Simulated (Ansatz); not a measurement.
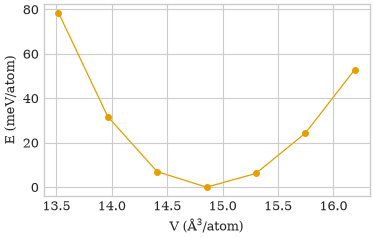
SnMo$_{2}$N in space group P6_3/mmc (No. 194; Sn on 2d, Mo on 4f, N on 2a) under volume change, the program Ansatz at the r²SCAN level (PAW), shape and atoms relaxed at each volume.

What does a third-order Birch–Murnaghan fit give for V₀, B₀ and B′?

V₀ = 14.85 Å³/atom, B₀ = 173 GPa, B′ = 5.6.

The start of the workflow was typed in or built on a structure type; neither database checked (COD, Materials Project) lists it. Whether it is the stable phase at ambient conditions was not checked. The r²SCAN relaxation kept the symmetry of its start; its stability against distortions is not shown here. The workflow began spin-polarised and lost its moments. Spin–orbit coupling is left out wherever it is not named.

Potentials: the earlier of the program's two PAW sets.
